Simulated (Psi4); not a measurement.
**CCSD(T)/3-21G run of CH5AlO (SMILES [CH3][AlH][OH])**

What is the vertical singlet–triplet gap of CH5AlO at CCSD(T)/3-21G? 

Program for the calculation: Psi4 1.11.

7 further runs of the same task are left out: 7 that didn't finish. Runs told in other sessions of the task aren't counted.

**1. The structure to begin with**

The species is CH5AlO (8 atoms), meant as a singlet with charge 0. SMILES: `[CH3][AlH][OH]`. The coordinates come from a PBE0-D4/def2-TZVP relaxation. This is one conformer, not always the lowest.

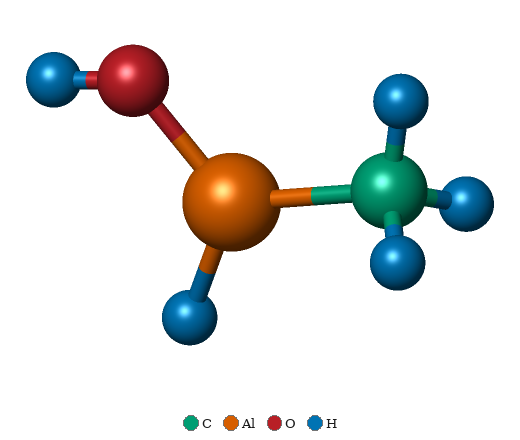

The structure, seen from a chosen angle (carbon teal, aluminium orange, oxygen red, hydrogen blue).

**2. A single-point energy at CCSD(T)/3-21G**

Input file calc.inp:

```
memory 1600 MB

molecule geom {
  0 1
  C     -0.777900     0.982200    -0.070900
  Al     0.579700    -0.394200    -0.239900
  O      0.544600    -1.676400     0.876800
  H     -0.325100     1.954500     0.149300
  H     -1.491400     0.755400     0.724300
  H     -1.335700     1.105000    -1.004800
  H      1.716800    -0.394500    -1.350200
  H      1.181200    -2.389100     0.859500
  units angstrom
  symmetry c1
}

set {
  basis           3-21G
  puream          true
  scf_type        pk
  num_frozen_docc 7
}

energy_value, wavefunction = energy("ccsd(t)", return_wfn=True)
```

Run with:

```bash
$ psi4 -n 1 calc.inp calc.out
```

calc.out (excerpt; [...] marks lines left out):

```text
[...]
  Running in c1 symmetry.
[...]
  Nuclear repulsion =   98.976519589456259
[...]
  Multiplicity = 1
[...]
  Nalpha       = 16
  Nbeta        = 16
[...]
    Number of basis functions: 41
[...]
   @RHF iter   1:  -355.52878178868775   -1.04501e+00   1.27031e-02 DIIS/ADIIS
[...]
   @RHF iter  11:  -355.64939000750240   -5.68434e-13   2.01531e-09 DIIS
[...]
    Orbital Energies [Eh]
    ---------------------
    Doubly Occupied:
       1A    -58.054560     2A    -20.410278     3A    -11.130134
       4A     -4.861006     5A     -3.165918     6A     -3.164239
       7A     -3.163817     8A     -1.281777     9A     -0.917442
      10A     -0.653250    11A     -0.543722    12A     -0.535365
      13A     -0.521163    14A     -0.467198    15A     -0.462164
      16A     -0.401913
[...]
  @RHF Final Energy:  -355.64939000750240
   => Energetics <=
    Nuclear Repulsion Energy =             98.9765195894562595
    One-Electron Energy =                -689.7839231355642369
    Two-Electron Energy =                 235.1580135386055019
    Total Energy =                       -355.6493900075024612
[...]
 Multipole Moments:
 ------------------------------------------------------------------------------------
     Multipole            Electronic (a.u.)      Nuclear  (a.u.)        Total (a.u.)
 ------------------------------------------------------------------------------------
 L = 1.  Multiply by 2.5417464519 to convert [e a0] to [Debye]
 Dipole X            :          2.0709239           -1.6992621            0.3716618
 Dipole Y            :         -2.9619269            2.8690055           -0.0929214
 Dipole Z            :          0.4567616           -0.7373228           -0.2805612
 Magnitude           :                                                    0.4748489
[...]
      * MP2 total energy                      = -355.895412890544378
[...]
      * CCSD total energy                     = -355.920440079608966
[...]
      * CCSD(T) total energy                  = -355.926302808246817
[...]
```

Run time: 1.8 s. Hardware: 1 thread of Intel Xeon 6975P-C (Granite Rapids), shared host; peak memory 0.2 GiB.

**3. The triplet at the same level**

Input file ch5alo.in:

```
memory 1.6 GB

molecule {
  0 3
  C     -0.777900     0.982200    -0.070900
  Al     0.579700    -0.394200    -0.239900
  O      0.544600    -1.676400     0.876800
  H     -0.325100     1.954500     0.149300
  H     -1.491400     0.755400     0.724300
  H     -1.335700     1.105000    -1.004800
  H      1.716800    -0.394500    -1.350200
  H      1.181200    -2.389100     0.859500
  units angstrom
  symmetry c1
}

set {
  basis 3-21G
  reference uhf
  puream true
  scf_type pk
  num_frozen_docc 7
  maxiter 100
}

energy('ccsd(t)')
```

Run with:

```bash
$ psi4 -i ch5alo.in -o ch5alo.out -n 1
```

ch5alo.out (excerpt; [...] marks lines left out):

```text
[...]
  Running in c1 symmetry.
[...]
  Nuclear repulsion =   98.976519589456259
[...]
  Multiplicity = 3
[...]
  Nalpha       = 17
  Nbeta        = 15
[...]
    Number of basis functions: 41
[...]
   @UHF iter   1:  -355.28083007385942   -7.97059e-01   1.24497e-02 ADIIS/DIIS
[...]
   @UHF iter  25:  -355.41711831451414   -2.95586e-12   7.64069e-09 DIIS
[...]
   @S^2 Observed:                2.013259253E+00
[...]
  @UHF Final Energy:  -355.41711831451414
   => Energetics <=
    Nuclear Repulsion Energy =             98.9765195894562595
    One-Electron Energy =                -688.9316524641249089
    Two-Electron Energy =                 234.5380145601544655
    Total Energy =                       -355.4171183145141413
  UHF NO Occupations:
  HONO-2 :   15  A 1.9956447
  HONO-1 :   16  A 1.0000000
  HONO-0 :   17  A 1.0000000
  LUNO+0 :   18  A 0.0043553
  LUNO+1 :   19  A 0.0006979
[...]
 Multipole Moments:
 ------------------------------------------------------------------------------------
     Multipole            Electronic (a.u.)      Nuclear  (a.u.)        Total (a.u.)
 ------------------------------------------------------------------------------------
 L = 1.  Multiply by 2.5417464519 to convert [e a0] to [Debye]
 Dipole X            :          0.9182375           -1.6992621           -0.7810246
 Dipole Y            :         -1.5228726            2.8690055            1.3461330
 Dipole Z            :          0.4212607           -0.7373228           -0.3160621
 Magnitude           :                                                    1.5880707
[...]
      * MP2 total energy                      = -355.651841857479269
[...]
      * CCSD total energy                     = -355.692077640351329
[...]
      * CCSD(T) total energy                     = -355.699599735686434
[...]
```

It took 3.9 s on 1 thread of Intel Xeon 6975P-C (Granite Rapids), shared host; peak memory 0.2 GiB.

**4. What came out**

At CCSD(T)/3-21G, 7 core orbitals frozen:

| quantity | value |
| --- | --- |
| singlet: total energy | -355.92630 Eh |
| singlet: HOMO energy (Hartree–Fock orbitals) | -10.94 eV |
| singlet: LUMO energy (Hartree–Fock orbitals) | 2.43 eV |
| singlet: HOMO–LUMO gap (Hartree–Fock orbitals) | 13.37 eV |
| singlet: correlation energy (7 core orbitals frozen) | -276.9 mEh |
| singlet: (T) correction | -5.86 mEh |
| singlet: T1 diagnostic | 0.016 |
| triplet: total energy | -355.69960 Eh |
| triplet: HOMO energy (Hartree–Fock orbitals) (highest over α and β) | -3.87 eV |
| triplet: LUMO energy (Hartree–Fock orbitals) (lowest over α and β) | -2.80 eV |
| triplet: correlation energy (7 core orbitals frozen) | -282.5 mEh |
| triplet: (T) correction | -7.52 mEh |
| triplet: ⟨S²⟩ of the reference determinant | 2.013 |
| triplet: T1 diagnostic | 0.130 |
| vertical energy of the triplet above the singlet | 6.169 eV |

In words: At this shape the triplet lies 6.17 eV (595 kJ/mol) above the singlet. The triples (singlet) make up 2.1 % of the correlation energy. The T1 diagnostic (triplet) of 0.130 is above the customary mark for such species, so a single reference may not serve. The triples (triplet) make up 2.7 % of the correlation energy.
